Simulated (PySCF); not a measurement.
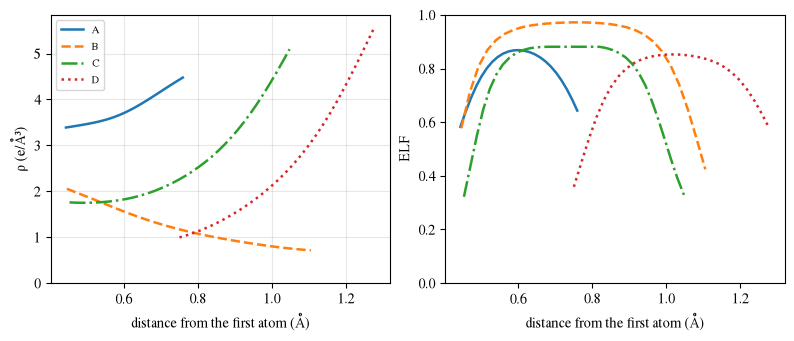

Figure 1: C2H7NOSi2. Total electron density and electron localisation function along straight lines between neighbouring atoms. The curves leave out the atomic cores.

Geometry: GFN2-xTB.

Computed with PySCF, PBE0/pcSseg-1, SCF density, gas phase, non-relativistic.

The calculation's input:

```
{"job": {"kind": "nmr", "xc": "PBE0", "basis": "pcSseg-1"}, "charge": 0, "multiplicity": 1}
C     -2.072377    -0.804900    -0.537569
O     -0.685044    -0.656928    -0.475510
Si     0.249784     0.054066     0.644351
Si     2.332836    -0.056493    -0.321304
C     -0.330630     1.825145     0.898668
N     -0.672042     2.913553     1.015281
H     -2.314355    -1.305313    -1.475403
H     -2.565462     0.169003    -0.507580
H     -2.435314    -1.407389     0.297801
H     -0.014053    -0.501848     1.984908
H      3.293890     0.523578     0.619974
H      2.449677     0.682338    -1.580588
H      2.758703    -1.434326    -0.580757
```

Run with:

```sh
OMP_NUM_THREADS=1 python probes_run.py task.json out
```

> Which curve belongs to which contact (C–N, C–O, C–Si and Si–O)? The first atom named is at distance zero.

Curve A: C–N (1.15 Å): ρ is about 3.6 e/Å³ halfway; the ELF peaks at about 0.85 between the atoms: a short, multiple covalent bond. Curve B: C–Si (1.88 Å): the density is about 0.87 e/Å³ at the midpoint; the ELF peaks at about 1 between the atoms (a shared electron pair). Curve C: C–O (1.40 Å): the density is about 2.1 e/Å³ at the midpoint, with its minimum of 1.7 e/Å³ about 0.5 Å from C; the ELF peaks at about 0.90 between the atoms (a polar covalent bond). Curve D: Si–O (1.62 Å): ρ at the midpoint is about 1.2 e/Å³; the ELF peaks at about 0.85 between the atoms; a short, strongly polar bond.
